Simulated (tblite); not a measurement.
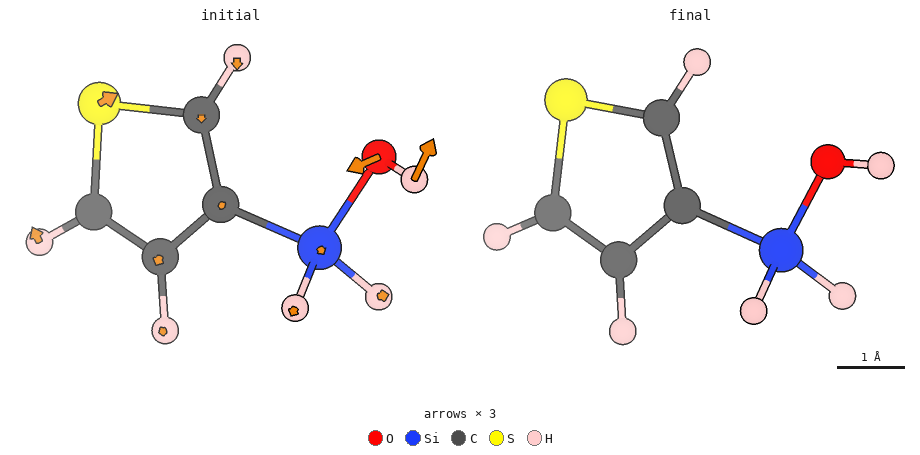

The structure of C4H6OSSi before (left) and after (right) a relaxation, at one scale. The orange arrows give the displacements, magnified 3 times.

Style: ball-and-stick. Shown at a tilt.

Computed with tblite 0.8.0, GFN2-xTB geometry optimisation, gas phase. 

Q: What changed between the two?

A: An H atom moves most after the best rigid fit: 0.27 Å. Largest moves by element: H 0.27 Å, O 0.20 Å, S 0.12 Å, C 0.06 Å, Si 0.05 Å. Some distances before and after: C–S 1.820 → 1.719 Å, O–Si 1.717 → 1.627 Å, C–S 1.639 → 1.722 Å, C–C 1.348 → 1.421 Å. Among the angles between lasting bonds that change: Si–O–H 104.5° → 121.3°, C–C–S 107.7° → 113.1°, O–Si–H 106.3° → 110.5°. Groups turn about O–Si by about 25°. After 47 geometry steps the energy has fallen by 13.3 kcal/mol.
